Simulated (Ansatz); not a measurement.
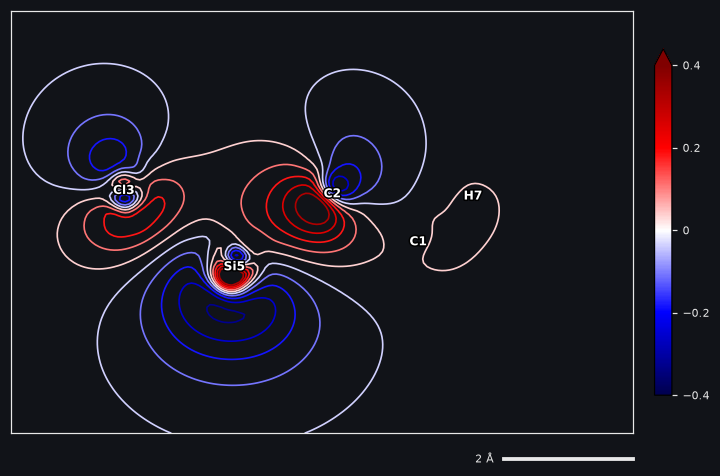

*C2H5ClFSi (SMILES CC[Si](F)Cl) (doublet). One frontier orbital on the plane of atoms C2, Si5 and Cl3 (values in Å⁻³ᐟ²; the overall sign is arbitrary).*

Geometry: PBE0-D3(BJ)/def2-SVP.

Level of theory: isolated molecule in a Gaussian basis; Kohn-Sham density functional theory, functional PBE0 (Ansatz 0.2.0).

```yaml
atoms:
  - { symbol: C, position_ang: [-0.7887, -1.4695, -0.7458] }
  - { symbol: C, position_ang: [0.7050, -1.6636, -0.5141] }
  - { symbol: Cl, position_ang: [3.2863, -1.6888, 1.4084] }
  - { symbol: F, position_ang: [0.4490, -2.0700, 2.2785] }
  - { symbol: Si, position_ang: [1.2887, -1.1744, 1.2061] }
  - { symbol: H, position_ang: [-1.3835, -2.0236, -0.0040] }
  - { symbol: H, position_ang: [-1.0843, -1.8270, -1.7439] }
  - { symbol: H, position_ang: [-1.0769, -0.4091, -0.6766] }
  - { symbol: H, position_ang: [0.9957, -2.7252, -0.6182] }
  - { symbol: H, position_ang: [1.3119, -1.1023, -1.2438] }
```

Which orbital is it: HOMO (β) or LUMO (β)?

The LUMO (β), at −2.75 eV. It lies mainly on Si5 (about 65 %), Cl3 (about 10 %) and C2 (about 10 %).
